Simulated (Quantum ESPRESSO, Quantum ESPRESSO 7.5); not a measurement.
## antimonene, 1 layer: a series in biaxial strain

Wanted: a table for antimonene, 1 layer against biaxial strain, and what can be fitted to it.

Program: Quantum ESPRESSO 7.5. Level of theory: plane-wave DFT, PBE, GBRV ultrasoft pseudopotentials. Results are calculated unless marked as measured.

### 1. The starting structure

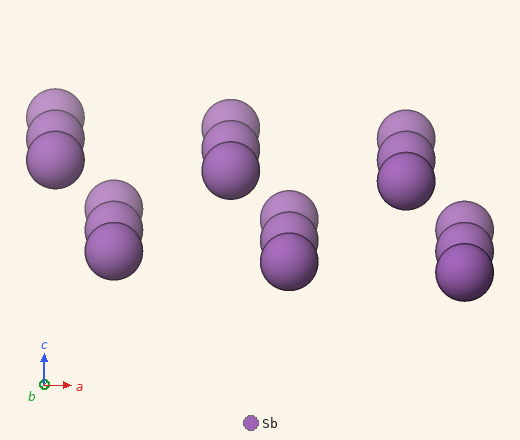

The starting structure, seen nearly edge on (antimony purple). 3×3×1 cells are drawn.

The cell holds 2 atoms: 2 Sb. Cell: a = 4.120 Å, b = 4.120 Å, c = 16.650 Å, α = 90.0°, β = 90.0°, γ = 120.0°. It derives from Sb. Vacuum lies along c.

Set-up: Cell and atoms are first relaxed; each strained cell is then held and the atoms relax in it. A periodic run with 15 Å of vacuum in the starting cell gives the vacuum levels, and bands follow along a path. The bands are repeated with spin-orbit coupling and fully relativistic files.

Members -2, -1, 0, 1 and 2 took the same steps and show in the table alone.

### 2. Relaxing cell and ions of the reference

What the set-up leaves free in this member is relaxed.

ref.relax.in

```
&control
  prefix = 'ref.relax'
  outdir = './out'
  pseudo_dir = './pseudo'
  nstep = 80
  forc_conv_thr = 0.0004
  calculation = 'vc-relax'
  etot_conv_thr = 1e-06
/
&system
  ibrav = 0
  nat = 2
  ntyp = 1
  ecutwfc = 50
  ecutrho = 250
  occupations = 'smearing'
  smearing = 'fd'
  degauss = 0.004
/
&electrons
  conv_thr = 1e-09
  mixing_beta = 0.4
  electron_maxstep = 120
  mixing_mode = 'plain'
/
&ions
/
&cell
  cell_dofree = '2Dxy'
  press_conv_thr = 0.3
/
ATOMIC_SPECIES
  Sb  121.7600  sb_pbe_v1.4.uspp.F.UPF
CELL_PARAMETERS angstrom
  4.12000000000000 0.00000000000000 0.00000000000000
  -2.06000000000000 3.56802466359189 0.00000000000000
  0.00000000000000 0.00000000000000 16.65000000000000
ATOMIC_POSITIONS crystal
  Sb  0.666666666700 0.333333333300 0.450450450450
  Sb  0.333333333300 0.666666666700 0.549549549550
K_POINTS automatic
  12 12 1 0 0 0
```

Launch:

```console
$ OMP_NUM_THREADS=1 mpirun -n 4 pw.x -nk 4 -in ref.relax.in > ref.relax.out
```

Output:

```text
Program PWSCF v.7.5 starts
[citation notice left out]

     Parallel version (MPI & OpenMP), running on       4 processor cores
     Number of MPI processes:                 4
     Threads/MPI process:                     1

     MPI processes distributed on     1 nodes
[...]
Current dimensions of program PWSCF are:
     Max number of different atomic species (ntypx) = 10
     Max number of k-points (npk) =  40000
     Max angular momentum in pseudopotentials (lmaxx) =  4
     Message from routine setup:
     using ibrav=0 with symmetry is DISCOURAGED, use correct ibrav instead

     K-points division:     npool     =       4
     Subspace diagonalization in iterative solution of the eigenvalue problem:
     a serial algorithm will be used

     G-vector sticks info
     --------------------
     sticks:   dense  smooth     PW     G-vecs:    dense   smooth      PW
     Sum        1039     847    241               110313    79035   12317

     Using Slab Decomposition

     bravais-lattice index     =            0
     lattice parameter (alat)  =       7.7857  a.u.
     unit-cell volume          =    1651.7180 (a.u.)^3
     number of atoms/cell      =            2
     number of atomic types    =            1
     number of electrons       =        30.00
     number of Kohn-Sham states=           19
     kinetic-energy cutoff     =      50.0000  Ry
     charge density cutoff     =     250.0000  Ry
     scf convergence threshold =      1.0E-09
     mixing beta               =       0.4000
     number of iterations used =            8  plain     mixing
     energy convergence thresh.=      1.0E-06
     force convergence thresh. =      4.0E-04
     press convergence thresh. =      3.0E-01
     Exchange-correlation=  SLA  PW   PBX  PBC
                           (   1   4   3   4   0   0   0)
     nstep                     =           80

     celldm(1)=   7.785672  celldm(2)=   0.000000  celldm(3)=   0.000000
     celldm(4)=   0.000000  celldm(5)=   0.000000  celldm(6)=   0.000000

     crystal axes: (cart. coord. in units of alat)
               a(1) = (   1.000000   0.000000   0.000000 )
               a(2) = (  -0.500000   0.866025   0.000000 )
               a(3) = (   0.000000   0.000000   4.041262 )

     reciprocal axes: (cart. coord. in units 2 pi/alat)
               b(1) = (  1.000000  0.577350 -0.000000 )
               b(2) = (  0.000000  1.154701  0.000000 )
               b(3) = (  0.000000 -0.000000  0.247447 )

     PseudoPot. # 1 for Sb read from file:
     ./pseudo/sb_pbe_v1.4.uspp.F.UPF
     Pseudo is Ultrasoft + core correction, Zval = 15.0
     Generated by new atomic code, or converted to UPF format
     Using radial grid of  891 points,  6 beta functions with:
                l(1) =   0
                l(2) =   0
                l(3) =   1
                l(4) =   1
                l(5) =   2
                l(6) =   2
     Q(r) pseudized with  8 coefficients,  rinner =    1.350   1.350   1.350
                                                       1.350   1.350

     atomic species   valence    mass     pseudopotential
     Sb               15.00   121.76000     Sb( 1.00)

     12 Sym. Ops., with inversion, found

   Cartesian axes

     site n.     atom                  positions (alat units)
         1        Sb     tau(   1) = (   0.5000000   0.2886751   1.8203883  )
         2        Sb     tau(   2) = (  -0.0000000   0.5773503   2.2208738  )

     number of k points=    19  Fermi-Dirac smearing, width (Ry)=  0.0040
                       cart. coord. in units 2pi/alat
        k(    1) = (   0.0000000   0.0000000   0.0000000), wk =   0.0138889
        k(    2) = (   0.0000000   0.0962250   0.0000000), wk =   0.0833333
        k(    3) = (   0.0000000   0.1924501   0.0000000), wk =   0.0833333
        k(    4) = (   0.0000000   0.2886751   0.0000000), wk =   0.0833333
        k(    5) = (   0.0000000   0.3849002   0.0000000), wk =   0.0833333
        k(    6) = (   0.0000000   0.4811252   0.0000000), wk =   0.0833333
        k(    7) = (   0.0000000  -0.5773503   0.0000000), wk =   0.0416667
        k(    8) = (   0.0833333   0.1443376   0.0000000), wk =   0.0833333
        k(    9) = (   0.0833333   0.2405626   0.0000000), wk =   0.1666667
        k(   10) = (   0.0833333   0.3367877   0.0000000), wk =   0.1666667
[...]
k(   19) = (   0.3333333   0.5773503   0.0000000), wk =   0.0277778

     Dense  grid:   110313 G-vectors     FFT dimensions: (  40,  40, 160)

     Smooth grid:    79035 G-vectors     FFT dimensions: (  36,  36, 144)

     Estimated max dynamical RAM per process >     173.53 MB

     Estimated total dynamical RAM >     613.33 MB

     Check: negative core charge=   -0.000003

     Initial potential from superposition of free atoms

     starting charge      28.0000, renormalised to      30.0000

     negative rho (up, down):  2.320E-04 0.000E+00
     Starting wfcs are   18 randomized atomic wfcs +    1 random wfcs

     total cpu time spent up to now is        1.3 secs

     per-process dynamical memory:    77.0 Mb

     Self-consistent Calculation

     iteration #  1     ecut=    50.00 Ry     beta= 0.40
     Davidson diagonalization with overlap
     ethr =  1.00E-02,  avg # of iterations =  7.7

     negative rho (up, down):  1.787E-06 0.000E+00

     total cpu time spent up to now is        3.8 secs

     total energy              =    -369.59185387 Ry
     estimated scf accuracy    <       2.26319045 Ry

     iteration #  2     ecut=    50.00 Ry     beta= 0.40
[...]
negative rho (up, down):  6.349E-07 0.000E+00

[...]
total energy              =    -369.87107368 Ry
     estimated scf accuracy    <       0.12190183 Ry

     iteration #  3     ecut=    50.00 Ry     beta= 0.40
[...]
negative rho (up, down):  1.201E-05 0.000E+00

[...]
total energy              =    -369.89231309 Ry
     estimated scf accuracy    <       0.00704038 Ry

     iteration #  4     ecut=    50.00 Ry     beta= 0.40
[...]
negative rho (up, down):  6.091E-05 0.000E+00

[...]
total energy              =    -369.89257144 Ry
     estimated scf accuracy    <       0.00113981 Ry

     iteration #  5     ecut=    50.00 Ry     beta= 0.40
[...]
negative rho (up, down):  4.692E-05 0.000E+00

[...]
total energy              =    -369.89263231 Ry
     estimated scf accuracy    <       0.00002009 Ry

[...]
Davidson diagonalization with overlap
     ethr =  1.00E-06,  avg # of iterations =  3.9

     Threshold (ethr) on eigenvalues was too large:
     Diagonalizing with lowered threshold

     Davidson diagonalization with overlap
     ethr =  3.59E-09,  avg # of iterations =  4.0

     negative rho (up, down):  5.051E-05 0.000E+00

     total cpu time spent up to now is       37.7 secs

     total energy              =    -369.89269269 Ry
     estimated scf accuracy    <       0.00000114 Ry

[...]
iteration #  5     ecut=    50.00 Ry     beta= 0.40
[...]
negative rho (up, down):  5.063E-05 0.000E+00

[...]
End of self-consistent calculation

[...]
the Fermi energy is    -0.6698 ev

!    total energy              =    -369.89269274 Ry
     estimated scf accuracy    <          4.8E-11 Ry
     smearing contrib. (-TS)   =      -0.00000004 Ry
     internal energy E=F+TS    =    -369.89269270 Ry

     The total energy is F=E-TS. E is the sum of the following terms:
     one-electron contribution =    -898.55583510 Ry
     hartree contribution      =     454.26001037 Ry
     xc contribution           =     -88.01289031 Ry
     ewald contribution        =     162.41602234 Ry

     convergence has been achieved in   5 iterations

     negative rho (up, down):  5.063E-05 0.000E+00

     Forces acting on atoms (cartesian axes, Ry/au):

     atom    1 type  1   force =     0.00000000    0.00000000    0.00093019
     atom    2 type  1   force =    -0.00000000   -0.00000000   -0.00093019

     Total force =     0.001315     Total SCF correction =     0.000001

     Computing stress (Cartesian axis) and pressure

     negative rho (up, down):  5.063E-05 0.000E+00
          total   stress  (Ry/bohr**3)                   (kbar)     P=       -0.39
  -0.00000181  -0.00000000   0.00000000           -0.27       -0.00        0.00
  -0.00000000  -0.00000181   0.00000000           -0.00       -0.27        0.00
   0.00000000   0.00000000  -0.00000429            0.00        0.00       -0.63

     Energy error            =      1.9E-05 Ry
     Gradient error          =      9.3E-04 Ry/Bohr
     Cell gradient error     =      2.7E-01 kbar

     number of scf cycles    =   3
     number of bfgs steps    =   2

     enthalpy           old  =    -369.8926735834 Ry
     enthalpy           new  =    -369.8926927438 Ry

     CASE: enthalpy          _new < enthalpy          _old

     new trust radius        =       0.0026223135 bohr
     new conv_thr            =            2.3E-11 Ry

     new unit-cell volume =   1650.36244 a.u.^3 (   244.55848 Ang^3 )
     density =      1.65349 g/cm^3

CELL_PARAMETERS (angstrom)
   4.118309014  -0.000000000   0.000000000
  -2.059154507   3.566560226   0.000000000
   0.000000000   0.000000000  16.650000000

ATOMIC_POSITIONS (crystal)
Sb               0.6666666667        0.3333333333        0.4508249403
Sb               0.3333333333        0.6666666667        0.5491750597

[...]
NEW-OLD atomic charge density approx. for the potential
     New effective cutoffs (rho, wfc):  250.18   50.04

     Check: negative core charge=   -0.000003

     negative rho (up, down):  5.080E-05 0.000E+00

     total cpu time spent up to now is       46.3 secs

     per-process dynamical memory:    82.8 Mb

[...]
!    total energy              =    -369.89269546 Ry
[...]
Total force =     0.000107     Total SCF correction =     0.000002
[...]
number of bfgs steps    =   3
[...]
new trust radius        =       0.0001514739 bohr
[...]
!    total energy              =    -369.89269552 Ry
[...]
Total force =     0.000077     Total SCF correction =     0.000006
[...]
Self-consistent Calculation

     iteration #  1     ecut=    50.00 Ry     beta= 0.40
     Davidson diagonalization with overlap
     c_bands:  1 eigenvalues not converged
     c_bands:  2 eigenvalues not converged
     c_bands:  1 eigenvalues not converged
     c_bands:  1 eigenvalues not converged
     ethr =  1.00E-06,  avg # of iterations = 19.5

     negative rho (up, down):  1.662E-06 0.000E+00

     total cpu time spent up to now is       73.5 secs

     total energy              =    -369.55536375 Ry
     estimated scf accuracy    <       2.32898888 Ry

[...]
iteration # 12     ecut=    50.00 Ry     beta= 0.40
[...]
negative rho (up, down):  4.869E-05 0.000E+00

[...]
End of self-consistent calculation

          k = 0.0000 0.0000 0.0000 (  9893 PWs)   bands (ev):

   -29.8658 -29.8658 -29.7951 -29.7951 -29.7507 -29.6892 -29.6892 -29.6529
   -29.6092 -29.6092 -12.5513  -7.5991  -1.8835  -1.2881  -1.2881   0.2949
     1.5053   2.8817   2.9820

          k = 0.0000 0.0963 0.0000 (  9877 PWs)   bands (ev):

   -29.8654 -29.8623 -29.7946 -29.7929 -29.7498 -29.6907 -29.6893 -29.6538
   -29.6132 -29.6094 -12.4775  -7.5967  -2.0071  -1.8523  -1.4569   0.7894
     1.4123   1.6682   2.9671

          k = 0.0000 0.1925 0.0000 (  9865 PWs)   bands (ev):

   -29.8641 -29.8522 -29.7933 -29.7865 -29.7468 -29.6952 -29.6898 -29.6567
   -29.6247 -29.6100 -12.2585  -7.6233  -3.0676  -1.8322  -1.7927   0.4978
     1.9847   1.9948   3.1997

          k = 0.0000 0.2888 0.0000 (  9831 PWs)   bands (ev):

   -29.8623 -29.8368 -29.7911 -29.7768 -29.7417 -29.7025 -29.6913 -29.6621
   -29.6410 -29.6109 -11.9033  -7.7828  -3.8899  -2.2308  -1.8304   0.0803
     2.1744   2.2094   3.5465

          k = 0.0000 0.3851 0.0000 (  9855 PWs)   bands (ev):

   -29.8605 -29.8196 -29.7865 -29.7646 -29.7350 -29.7123 -29.6948 -29.6745
   -29.6542 -29.6118 -11.4350  -8.1832  -4.2813  -2.5558  -2.1193   0.0087
     1.7978   2.2819   4.0144

          k = 0.0000 0.4813 0.0000 (  9848 PWs)   bands (ev):

   -29.8591 -29.8082 -29.7749 -29.7510 -29.7301 -29.7240 -29.7004 -29.6920
   -29.6594 -29.6124 -10.9237  -8.7388  -4.2965  -2.7633  -2.5351   0.2063
     1.3755   2.2761   3.9454

[...]
the Fermi energy is    -0.6734 ev

!    total energy              =    -369.89268737 Ry
     estimated scf accuracy    <          1.9E-12 Ry
     smearing contrib. (-TS)   =      -0.00000004 Ry
     internal energy E=F+TS    =    -369.89268732 Ry

     The total energy is F=E-TS. E is the sum of the following terms:
     one-electron contribution =    -899.06898140 Ry
     hartree contribution      =     454.51509198 Ry
     xc contribution           =     -88.01432303 Ry
     ewald contribution        =     162.67552512 Ry

     convergence has been achieved in  12 iterations

     negative rho (up, down):  4.869E-05 0.000E+00

     Forces acting on atoms (cartesian axes, Ry/au):

     atom    1 type  1   force =    -0.00000000   -0.00000000   -0.00003965
     atom    2 type  1   force =     0.00000000    0.00000000    0.00003965

     Total force =     0.000056     Total SCF correction =     0.000014
     SCF correction compared to forces is large: reduce conv_thr to get better values

     Computing stress (Cartesian axis) and pressure

     negative rho (up, down):  4.869E-05 0.000E+00
          total   stress  (Ry/bohr**3)                   (kbar)     P=       -0.20
  -0.00000080  -0.00000000   0.00000000           -0.12       -0.00        0.00
  -0.00000000  -0.00000080   0.00000000           -0.00       -0.12        0.00
   0.00000000   0.00000000  -0.00000244            0.00        0.00       -0.36

[...]
=------------------------------------------------------------------------------=
   JOB DONE.
=------------------------------------------------------------------------------=
```

The job ended after 96 s (4 MPI ranks of Arm Neoverse V1, shared host; peak memory 0.75 GiB; 6.4 min of CPU time).

Relaxation path:

```tsv
step	energy less that of the first step (eV)	largest force (eV/Å)	volume (Å³)
1	0.0000	0.1122	244.76
2	-0.0005	0.0691	244.69
3	-0.0007	0.0239	244.61
4	-0.0007	0.0019	244.56
5	-0.0007	0.0014	244.55
6	-0.0006	0.0010	244.55
```

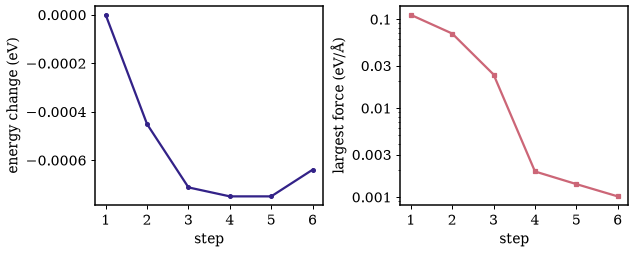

Energy and largest force along the relaxation.

```tsv
cell as run	before	after	change
a (Å)	4.120	4.118	-0.0 %
b (Å)	4.120	4.118	-0.0 %
```

The relaxed structure:

```cif
data_structure
_symmetry_space_group_name_H-M 'P 1'
_symmetry_Int_Tables_number 1
_cell_length_a 4.1182
_cell_length_b 4.1182
_cell_length_c 16.6500
_cell_angle_alpha 90.000
_cell_angle_beta 90.000
_cell_angle_gamma 120.000
_cell_volume 244.55
loop_
_atom_site_label
_atom_site_type_symbol
_atom_site_fract_x
_atom_site_fract_y
_atom_site_fract_z
_atom_site_occupancy
Sb1 Sb 0.66667 0.33333 0.45082 1
Sb2 Sb 0.33333 0.66667 0.54918 1
```

 The last row is no step: it is a fresh SCF in the final cell with a new plane-wave basis, +0 meV from the row before.

This step gave:

```
free energy  : -5032.6464 eV
Fermi energy : -0.6734 eV
```

[end of part 1 of 7]

[Logs are printed without paths, hosts, clocks, repeated set-up lines and the standing remarks that a program may print on its own settings, such as how far it seeks lower states.]

[Hosts, paths, dates, database ids (printed as entryN), source tags and the programs' standing remarks are cut or masked in the printed files.]

[Maps of the electrostatic potential energy from Ansatz leave out the sawtooth potential of an applied field or a dipole correction, so their vacuum need not be flat; planar profiles and work functions include it.]
